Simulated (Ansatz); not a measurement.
**Cl3HSSi (Si(SH)Cl3): density, localisation and related maps**

| atom | x (Å) | y (Å) | z (Å) |
| --- | --- | --- | --- |
| Si | 0.1930 | -0.0075 | -0.3747 |
| S | 0.2939 | 0.0254 | 1.7363 |
| H | -1.0506 | 0.0378 | 1.8837 |
| Cl | 2.1229 | -0.0187 | -1.0362 |
| Cl | -0.7795 | 1.6278 | -1.1295 |
| Cl | -0.7797 | -1.6648 | -1.0796 |

Geometry: PBE0-D4/def2-SVP.

These are results of RKS PBE0-D4/def2-TZVP in Ansatz, not measurements.

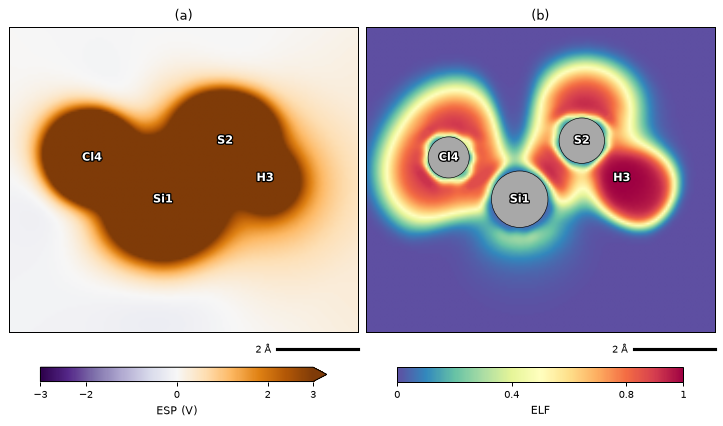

Figure 1. (a) electrostatic potential; (b) electron localisation function on the plane of atoms Si1, S2 and H3. Grey discs cover the atomic cores in the ELF map.

Describe what can be read from this map.

The section cuts through Si, S, H and Cl sites.
Si–Cl (2.04 Å): the ELF peaks at about 0.85 between the atoms, as expected for a shared but strongly polarised pair.
Si–S (2.11 Å): the ELF peaks at about 0.90 between the atoms (a shared electron pair).
S–H (1.35 Å): the ELF climbs to about 1 towards the hydrogen, as it does in any bond to H.
The ELF also peaks beside Cl4 and S2, away from the bonds: lone-pair regions.
The potential has no marked negative region in this plane.

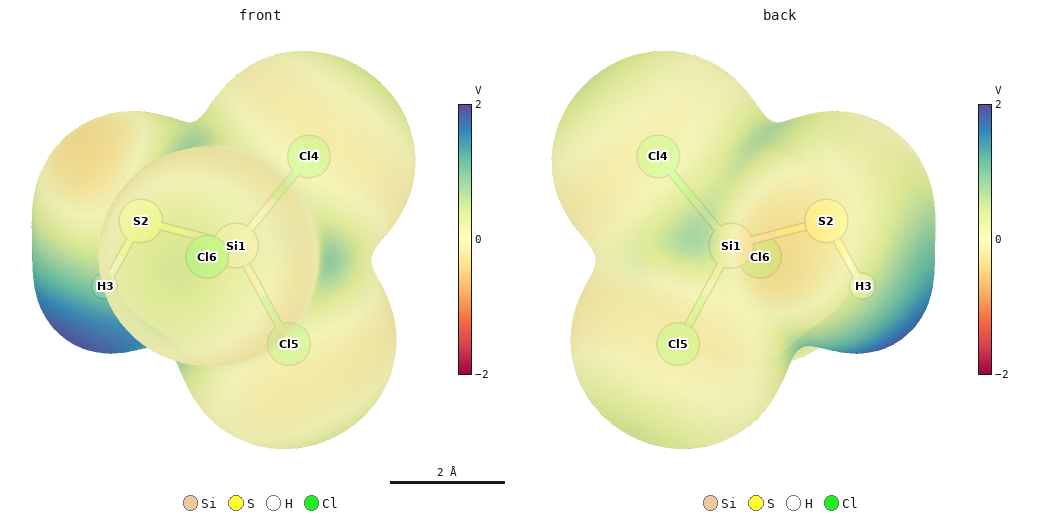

Figure 2. The molecular electrostatic potential painted on the density surface at 0.002 e/bohr³, seen from the front and from behind; the colour scale runs from red (negative) to blue (positive).

Where is the surface potential most negative and most positive?

The most negative region (about −0.4 V) lies over S2, the most positive (about +1.9 V) over H3. Cl4 shows a σ-hole: about +0.5 V at the tip opposite its bond, against about −0.1 V on its flanks. Cl5 shows a σ-hole: about +0.5 V at the tip opposite its bond, against about −0.1 V on its flanks. Cl6 shows a σ-hole: about +0.5 V at the tip opposite its bond, against about −0.1 V on its flanks.

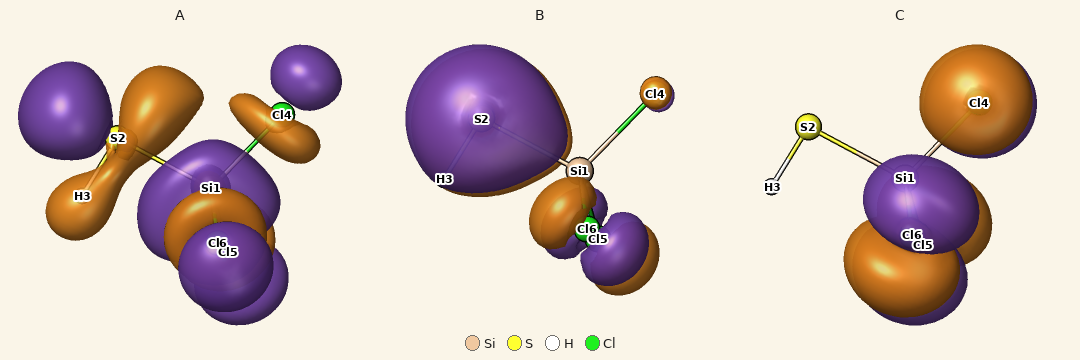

Figure 3. Three frontier orbitals at ±0.08 Å⁻³ᐟ² (orange and purple are the two phases), in no order.

Order the three orbitals by energy and name them.

C is the HOMO−1 (−9.38 eV). It lies mainly on Cl6 (about 35 %), Cl5 (about 35 %) and Cl4 (about 25 %); largely a combination of lone pairs on Cl6, Cl5 and Cl4. B is the HOMO (−8.22 eV). It lies mainly on S2 (about 75 %), Cl6 (about 5 %) and Cl5 (about 5 %); largely a lone pair of S2. A is the LUMO (−0.72 eV). By Hirshfeld shares it lies mainly on S2 (about 30 %), Si1 (about 25 %), Cl6 (about 15 %), Cl5 (about 15 %) and Cl4 (about 10 %).

What is the HOMO–LUMO gap?

7.50 eV between the orbital energies.
